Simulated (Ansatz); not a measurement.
# O3 (ozone): levels of theory compared

Aim: a comparison of 6 runs (UHF/STO-3G, B3LYP/STO-3G, SVWN5/STO-3G, UPBE/STO-3G, wB97M-V/STO-3G, BCCD(T)/STO-3G) of O3 (ozone). 

The calculation is run with Ansatz 0.2.0.

38 further runs of the same task are left out: 19 that didn't finish, 19 set aside as unsound or not needed.

**1. The system as given**

The species is O3 (3 atoms), meant as a singlet with charge 0. As SMILES, `O=[O+][O-]`. The O3–O2 distance was set to 1.547 Å, away from the relaxed value.

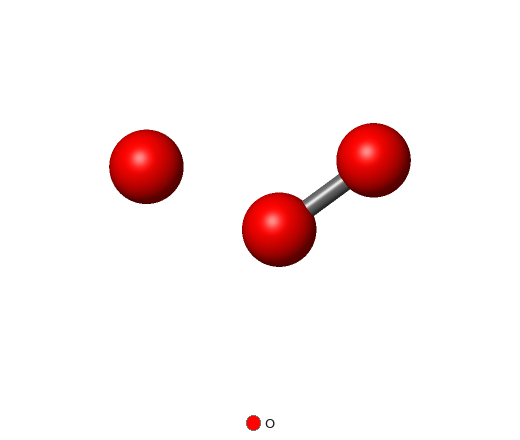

Viewed from a chosen angle; oxygen red.

**2. A single-point energy at UHF/STO-3G (run 1)**

job.yaml

```yaml
crystal:
  periodic: [false, false, false]
  atoms:
    - {symbol: O, position_ang: [0.946416, -0.828647, 0.432173]}
    - {symbol: O, position_ang: [-0.131184, -0.610347, -0.136727]}
    - {symbol: O, position_ang: [-0.619800, 0.853500, -0.250100]}
basis:
  gaussian:
    orbitals: STO-3G
magnetization:
  spin_polarized: true
hamiltonian:
  xc: hf
accuracy: high
```

Launch:

```sh
ansatz run job.yaml --threads 1 --pin off --max-ram 2610MiB --events-out events.jsonl --progress --plain --runs-dir runs
```

What it wrote:

```text
Warning: RAYON_NUM_THREADS=1 ignored (pool sized by the plan → 1); use --threads N
Functional definition: HF
  name "HF"
  exchange = exact_x
  correlation = 0
250 factors; integrals over basis functions are off by at most 4.0e-8 eV
mean field evaluation 1: about -6009.3495 eV, gradient 3.7e1 eV
mean field evaluation 2: about -6009.4788 eV, gradient 3.7e1 eV
mean field evaluation 4: about -6018.3173 eV, gradient 1.6e1 eV
mean field evaluation 8: about -6020.6978 eV, gradient 6.0e-1 eV
mean field evaluation 16: about -6020.6827 eV, gradient 8.8e-2 eV
mean field evaluation 32: about -6020.6828 eV, gradient 2.7e-8 eV
mean field evaluation 64: about -6023.8844 eV, gradient 8.0e0 eV
mean field evaluation 96: about -6024.8861 eV, gradient 2.4e-8 eV
mean field evaluation 128: about -6023.6889 eV, gradient 4.8e0 eV
mean field evaluation 160: about -6024.6868 eV, gradient 2.3e-1 eV
mean field evaluation 192: about -6022.9014 eV, gradient 9.5e-1 eV
mean field evaluation 224: about -6021.4552 eV, gradient 9.0e-1 eV
mean field evaluation 256: about -6016.3679 eV, gradient 1.5e1 eV
mean field evaluation 288: about -6015.2755 eV, gradient 1.9e1 eV
mean field evaluation 320: about -6020.6828 eV, gradient 1.8e-5 eV
mean field evaluation 352: about -6008.5694 eV, gradient 1.8e1 eV
mean field -6024.88608594 eV, -221.4104798437 hartree, gradient 1.1e-8 eV, S^2 1.425689; 14 other end points of the search recorded, 0 dependent functions left out
reference -6024.88608594 eV, -221.4104798437 hartree; 12, 12 occupied and 3, 3 virtual orbitals, 250 factors
Total energy: -6024.88608594 eV, -221.4104798437 hartree
```

Wall time 0.77 s (1 thread of Arm Neoverse V1, shared host).

**3. A single-point energy at B3LYP/STO-3G (run 2)**

molecule.yaml

```yaml
crystal:
  periodic: [false, false, false]
  atoms:
    - {symbol: O, position_ang: [0.946416, -0.828647, 0.432173]}
    - {symbol: O, position_ang: [-0.131184, -0.610347, -0.136727]}
    - {symbol: O, position_ang: [-0.619800, 0.853500, -0.250100]}
basis:
  gaussian:
    orbitals: STO-3G
hamiltonian:
  xc: {name: B3LYP}
accuracy: high
```

Launch:

```sh
ansatz run molecule.yaml --threads 1 --pin off --max-ram 2610MiB --events-out events.jsonl --progress --plain --runs-dir runs
```

What it wrote:

```text
Warning: RAYON_NUM_THREADS=1 ignored (pool sized by the plan → 1); use --threads N
Functional definition: B3LYP
  name "B3LYP"
  parameter a0 = 0.2
  parameter ax = 0.72
  parameter ac = 0.81
  exchange = (1 - a0 - ax)*slater_x + ax*b88_x + a0*exact_x
  correlation = (1 - ac)*vwn_rpa_c + ac*lyp_c
250 factors; integrals over basis functions are off by at most 4.0e-8 eV
mean field evaluation 1: about -6038.2523 eV, gradient 5.7e1 eV
mean field evaluation 2: about -5847.1880 eV, gradient 1.2e2 eV
mean field evaluation 4: about -6015.8375 eV, gradient 9.0e1 eV
mean field evaluation 8: about -6049.4328 eV, gradient 2.9e-1 eV
mean field -6049.43319210 eV, -222.3125693566 hartree, gradient 7.9e-8 eV, S^2 0.000000; 0 other end points of the search recorded, 0 dependent functions left out
reference -6049.43320763 eV, -222.3125699275 hartree; 12, 12 occupied and 3, 3 virtual orbitals, 250 factors
Total energy: -6049.43320763 eV, -222.3125699275 hartree
```

Wall time 0.74 s (1 thread of Arm Neoverse V1, shared host).

Runs 3 to 4 aren't shown in full; the table further down has their settings and results.

**4. A single-point energy at wB97M-V/STO-3G (run 5)**

in.yaml

```yaml
crystal:
  periodic: [false, false, false]
  atoms:
    - {symbol: O, position_ang: [0.946416, -0.828647, 0.432173]}
    - {symbol: O, position_ang: [-0.131184, -0.610347, -0.136727]}
    - {symbol: O, position_ang: [-0.619800, 0.853500, -0.250100]}
basis:
  gaussian: {orbitals: STO-3G}
hamiltonian: {xc: {name: wB97M-V}}
accuracy: high
```

Launch:

```sh
ansatz run in.yaml --threads 1 --pin off --max-ram 2610MiB --events-out events.jsonl --progress --plain --runs-dir runs
```

What it wrote, shortened:

```text
Warning: RAYON_NUM_THREADS=1 ignored (pool sized by the plan → 1); use --threads N
Functional definition: wB97M-V
  name "wB97M-V"
[...]
  gx(w, u) = 1 - cx + cx01*u + cx10*w
  gss(w, u) = css00 + css04*u^4 + css10*w + css20*w^2 + css43*w^4*u^3
  gos(w, u) = cos00 + cos10*w + (cos20 + cos21*u)*w^2 + (cos60 + cos61*u)*w^6
[...]
      + integral(e_c_pw_mod_opposite_spin*gos(b97_w_opposite, b97_u_opposite)) + vv10(b, c)
250 factors; integrals over basis functions are off by at most 4.0e-8 eV
114 factors; integrals over basis functions are off by at most 1.1e-9 eV
[...]
mean field -6049.67939670 eV, -222.3216172087 hartree, gradient 3.6e-8 eV, S^2 0.000000; 0 other end points of the search recorded, 0 dependent functions left out
reference -6049.67939748 eV, -222.3216172373 hartree; 12, 12 occupied and 3, 3 virtual orbitals, 250 factors
Total energy: -6049.67939748 eV, -222.3216172373 hartree
```

Wall time 11 s (1 thread of Arm Neoverse V1, shared host); peak memory 0.2 GiB.

**5. The energy at BCCD(T)/STO-3G (run 6)**

job.yaml: that of step 2 with these lines changed.

```diff
@@ -9,6 +9,7 @@
     orbitals: STO-3G
-magnetization:
-  spin_polarized: true
-hamiltonian:
-  xc: hf
 accuracy: high
+scf:
+  omitted_lower_state_checks: [cluster_reference, increment]
+correlation:
+  method: bccd_t
+  frozen_orbitals: {O: 1}
```

Launch:

```sh
ansatz run job.yaml --threads 1 --pin off --max-ram 2610MiB --events-out events.jsonl --progress --plain --runs-dir runs
```

What it wrote:

```text
Warning: RAYON_NUM_THREADS=1 ignored (pool sized by the plan → 1); use --threads N
[... 14 lines left out ...]
3 core orbitals not correlated: weight in the atoms' cores, before any rotation towards them, 1.000 or more for the frozen orbitals, at most 0.000 for the correlated occupied ones
[... 46 lines left out ...]
WARN: these amplitudes may be one of several solutions (largest doubles amplitude 0.50, level shift 0.00 eV)
Total energy: -6028.61873311 eV, -221.5476520971 hartree
Checks for a lower state left out: cluster_reference, increment
```

Wall time 0.32 s (1 thread of Arm Neoverse V1, shared host).

**6. All runs side by side**

```
run           level  frozen core orbitals  energy (Eh)  wall time
  1      UHF/STO-3G                     –  -221.410480     0.77 s
  2    B3LYP/STO-3G                     –  -222.312570     0.74 s
  3    SVWN5/STO-3G                     –  -220.737818      1.1 s
  4     UPBE/STO-3G                     –  -222.152970      6.3 s
  5  wB97M-V/STO-3G                     –  -222.321617       11 s
  6  BCCD(T)/STO-3G                     3  -221.547652     0.32 s
```

**7. What came out**

```
                                          quantity          value
                               run 6: total energy  -221.54765 Eh
run 6: correlation energy (3 core orbitals frozen)     -291.6 mEh
                             run 6: (T) correction     -33.04 mEh
```

Totals of different functionals can't be ranked against each other. In run 6 the log says that unrestricted orbitals would lower the reference, so the values rest on an unstable closed-shell determinant (other closed-shell runs at this shape may share the fault). In runs 1, 2, 3, 4, 5, 6 the basis is minimal, so the values are rough. Spin contamination of the reference: run 1 ⟨S²⟩ = 1.43, run 4 ⟨S²⟩ = 0.56. Where it is this large, the reference is a mixture of spin states, and values that rest on it are in doubt. All runs together took 20 s, the longest 11 s.
